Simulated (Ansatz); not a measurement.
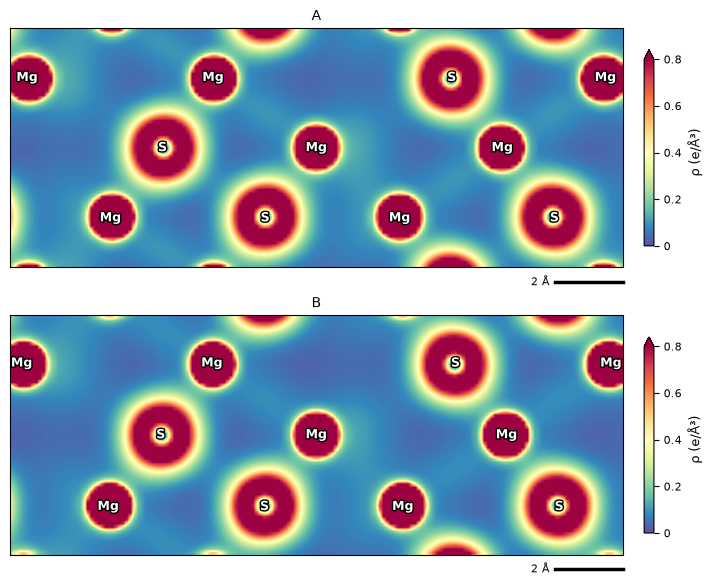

Mg₃S₂. The valence pseudo-density of two cells that differ in size, on the (110) plane of each (indices in the axes of the calculation cell), at one length scale and on one colour scale; one has 18.8 and the other 20.0 Å³ an atom.

Space group P6₃mc; a generated structure, not necessarily the stable one.

The calculation used DFT PBE, scalar-relativistic, plane waves, PAW (Ansatz).

The larger cell:

```cif
data_structure
_symmetry_space_group_name_H-M 'P 1'
_symmetry_Int_Tables_number 1
_cell_length_a 3.6501
_cell_length_b 3.6498
_cell_length_c 17.3124
_cell_angle_alpha 90.000
_cell_angle_beta 89.976
_cell_angle_gamma 120.002
_cell_volume 199.73
loop_
_atom_site_label
_atom_site_type_symbol
_atom_site_fract_x
_atom_site_fract_y
_atom_site_fract_z
_atom_site_occupancy
Mg1 Mg 0.58291 0.41626 0.17656 1
Mg2 Mg 0.91647 0.08342 0.67657 1
Mg3 Mg 0.25022 0.74979 0.82347 1
Mg4 Mg 0.25071 0.75066 0.32347 1
Mg5 Mg 0.91642 0.08293 0.99943 1
Mg6 Mg 0.58350 0.41704 0.49944 1
S1 S 0.24949 0.74947 0.08831 1
S2 S 0.24989 0.75023 0.58830 1
S3 S 0.91709 0.08382 0.41223 1
S4 S 0.58331 0.41637 0.91223 1
```

The smaller cell: a = 3.571 Å, b = 3.571 Å, c = 16.992 Å, α = 90.00°, β = 90.00°, γ = 120.00°.

Which is the denser cell? Describe the effect of the change.

Panel A is the smaller cell, by 6 % in volume. From the larger cell to the smaller, Mg–S goes from 2.59 to 2.55 Å, and the density at its midpoint from 0.28 to 0.3 e/Å³; the pressure goes from 0.0 to 3.9 GPa.
